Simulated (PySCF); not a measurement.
Run report: C$_{2}$H$_{9}$NSi$_{2}$, NMR shielding calculation

System: C$_{2}$H$_{9}$NSi$_{2}$.
Method: GIAO OPBE/pcSseg-1 NMR shielding, non-relativistic, gas phase (PySCF 2.14.0).

The geometry comes from this level: PBE0-D3(BJ)/def2-SVP. Figures and captions count atoms from 1; the log counts them from 0 in places.

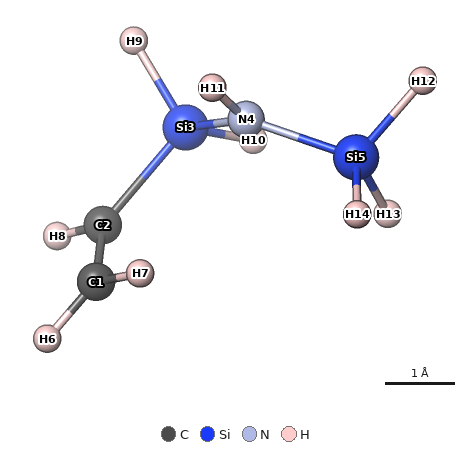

The structure as given in the input (ball-and-stick view, seen at a tilt; atoms are numbered from 1 in the order of the input).

**Input**
```
{"job": {"kind": "nmr", "xc": "OPBE", "basis": "pcSseg-1", "pop": false}, "charge": 0, "multiplicity": 1}
C     -2.201720    -0.521103     0.181101
C     -1.746600     0.044390    -0.942609
Si    -0.025049     0.764183    -1.071446
N      0.824360     0.655177     0.446558
Si     2.013283    -0.510870     0.948652
H     -3.212427    -0.936256     0.264206
H     -1.568529    -0.593804     1.073669
H     -2.418191     0.096331    -1.810822
H     -0.132746     2.198559    -1.488042
H      0.771281     0.030833    -2.101860
H      0.594132     1.376743     1.125103
H      3.386202     0.072886     1.083382
H      2.049572    -1.586733    -0.084600
H      1.657971    -1.105366     2.276129
```

The first line tells a small driver script what to run in PySCF; the rest is the geometry in Å.

Run as:
```bash
OMP_NUM_THREADS=1 python <driver script> task.json out
```

**Output**
```
coarse grid: 12064 points
cycle   1  E = -715.0900822006  dE =  9.087e-02  |g| = 5.696e-01  |ddm| = 3.347e+00
cycle   2  E = -714.9315531723  dE =  1.585e-01  |g| = 9.868e-01  |ddm| = 1.476e+00
cycle   3  E = -715.1665855628  dE = -2.350e-01  |g| = 1.277e-01  |ddm| = 1.075e+00
cycle   4  E = -715.1706446630  dE = -4.059e-03  |g| = 3.990e-02  |ddm| = 1.546e-01
cycle   5  E = -715.1710541341  dE = -4.095e-04  |g| = 9.551e-03  |ddm| = 4.982e-02
cycle   6  E = -715.1710703676  dE = -1.623e-05  |g| = 7.478e-03  |ddm| = 1.717e-02
cycle   7  E = -715.1710859706  dE = -1.560e-05  |g| = 1.306e-03  |ddm| = 6.512e-03
cycle   8  E = -715.1710864384  dE = -4.678e-07  |g| = 1.786e-04  |ddm| = 1.593e-03
final grid: 105608 points
cycle   9  E = -715.1872033203  dE = -1.304e-04  |g| = 1.037e-02  |ddm| = 3.906e-02
cycle  10  E = -715.1871880599  dE =  1.526e-05  |g| = 1.112e-02  |ddm| = 1.751e-02
cycle  11  E = -715.1872162880  dE = -2.823e-05  |g| = 3.499e-03  |ddm| = 1.292e-02
cycle  12  E = -715.1872186420  dE = -2.354e-06  |g| = 1.262e-03  |ddm| = 3.628e-03
cycle  13  E = -715.1872190479  dE = -4.059e-07  |g| = 2.077e-04  |ddm| = 1.153e-03
cycle  14  E = -715.1872190569  dE = -9.027e-09  |g| = 9.894e-05  |ddm| = 2.278e-04
cycle  15  E = -715.1872190596  dE = -2.631e-09  |g| = 1.326e-05  |ddm| = 9.712e-05
cycle  16  E = -715.1872190596  dE = -6.037e-11  |g| = 1.765e-06  |ddm| = 2.359e-05
```

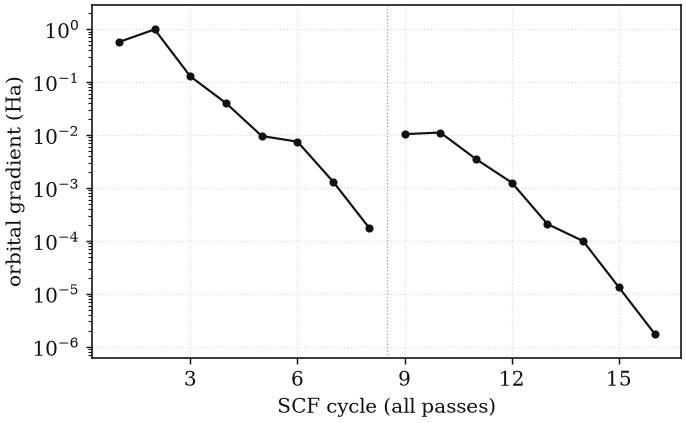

Convergence of the self-consistent field: orbital gradient against the SCF cycle. The dotted line marks the change from a coarse to the final integration grid. The first 8 cycles use a coarse grid, the final grid takes over at cycle 9, and the field converges after 16 cycles in all.

```
converged SCF energy = -715.1872190596

GIAO shielding tensors (ppm)
atom      isotropic    diamagn.    paramagn.     s11        s22        s33       span
  0 C       48.257     255.393    -207.137    -69.728     43.997    170.501    240.229
  1 C       49.566     262.161    -212.595    -58.335     40.004    167.031    225.366
  2 Si     391.947     882.331    -490.384    341.739    381.575    452.529    110.790
  3 N      267.167     324.747     -57.579    246.361    252.418    302.723     56.362
  4 Si     406.327     880.044    -473.717    365.190    375.861    477.928    112.738
  5 H       24.685      28.676      -3.991     21.934     24.513     27.609      5.675
  6 H       24.902      33.367      -8.465     21.634     23.873     29.199      7.565
  7 H       24.964      29.872      -4.908     23.384     25.041     26.467      3.083
  8 H       26.149      28.784      -2.635     22.366     24.802     31.278      8.912
  9 H       26.287      29.767      -3.479     22.811     25.562     30.490      7.679
 10 H       31.974      32.860      -0.886     23.054     28.862     44.007     20.954
 11 H       26.290      27.572      -1.282     22.585     24.372     31.913      9.328
 12 H       26.566      29.511      -2.945     23.550     25.531     30.616      7.067
 13 H       26.252      28.726      -2.473     22.513     24.723     31.521      9.008
```

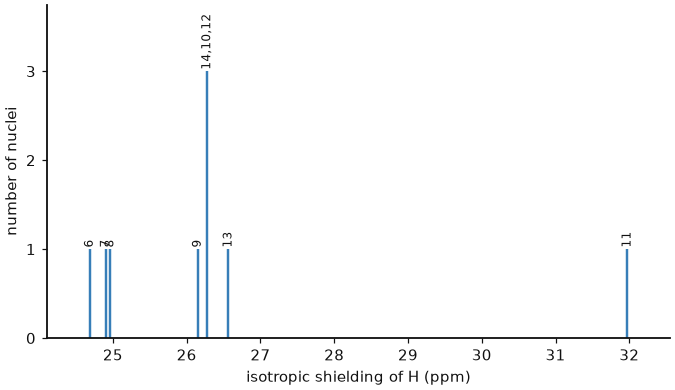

Isotropic shieldings of the hydrogen nuclei in this fixed geometry, labelled by atom number; shielding grows to the right, so chemical shift grows to the left. The least shielded is H6 (24.7 ppm), the most shielded H11 (32.0 ppm).

**Summary**

```json
{"quantity": "outcome", "value": "converged"}
{"quantity": "total energy", "value": "−715.187219 hartree"}
{"quantity": "HOMO", "value": "−6.11 eV"}
{"quantity": "LUMO", "value": "−1.25 eV"}
{"quantity": "dipole moment", "value": "1.01 D"}
{"quantity": "isotropic shielding, C", "value": "48.3 to 49.6 ppm"}
{"quantity": "isotropic shielding, Si", "value": "391.9 to 406.3 ppm"}
{"quantity": "isotropic shielding, N", "value": "267.2 ppm"}
{"quantity": "isotropic shielding, H", "value": "24.7 to 32.0 ppm"}
{"quantity": "hardware", "value": "1 CPU thread, shared host"}
{"quantity": "wall time", "value": "30 s"}
{"quantity": "peak memory", "value": "0.73 GiB"}
```
